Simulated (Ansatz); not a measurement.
System: ClH$_{3}$O$_{2}$Si$_{2}$.

Input

```
basis:
  gaussian:
    orbitals: def2-TZVPD
crystal:
  periodic: [false, false, false]
  atoms:
    - {symbol: Cl, position_ang: [-2.133256, 1.338685, -0.929687]}
    - {symbol: O, position_ang: [-0.333069, -1.038443, 0.029601]}
    - {symbol: O, position_ang: [0.880273, 0.554324, -1.269194]}
    - {symbol: Si, position_ang: [-0.682639, -0.067779, -1.299391]}
    - {symbol: Si, position_ang: [1.247123, -0.410016, 0.083709]}
    - {symbol: H, position_ang: [-1.058067, -0.783704, -2.528092]}
    - {symbol: H, position_ang: [2.292257, -1.423123, -0.182341]}
    - {symbol: H, position_ang: [1.544312, 0.363200, 1.309567]}
hamiltonian:
  xc: {name: PBE0}
output:
  forces: true
  orbitals: {seedname: orbitals}
```

Command:

```sh
ansatz run input.yaml --threads 1 --pin off --max-ram 2610MiB --events-out events.jsonl --progress --plain --runs-dir runs
```

Geometry: B3LYP/6-31G*.

Level of theory: isolated molecule in a Gaussian basis; Kohn-Sham density functional theory, functional PBE0 in Ansatz.

Predict the electron density and electron localisation function between the atoms.

Answer. Si–Cl (2.05 Å): ρ is about 0.92 e/Å³ halfway; the ELF peaks at about 0.85 between the atoms: a polar covalent bond.
Si–Si (2.40 Å): the density is about 0.49 e/Å³ at the midpoint; the ELF is about 0.20 at the midpoint.
Si–H (1.47 Å): the density is about 0.88 e/Å³ at the midpoint; the ELF climbs to about 1 towards the hydrogen, as it does in any bond to H.

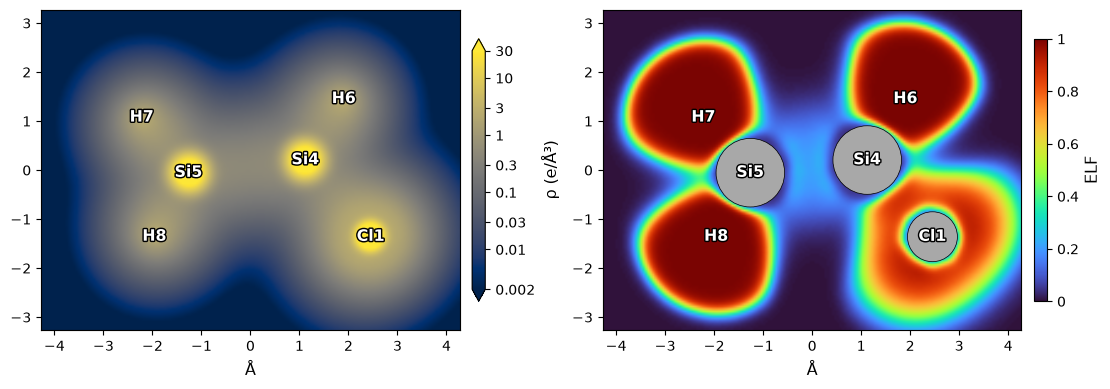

Computed electron density and electron localisation function on the plane of atoms Cl1, Si4 and H6, in this order. Grey discs cover the atomic cores in the ELF map. 
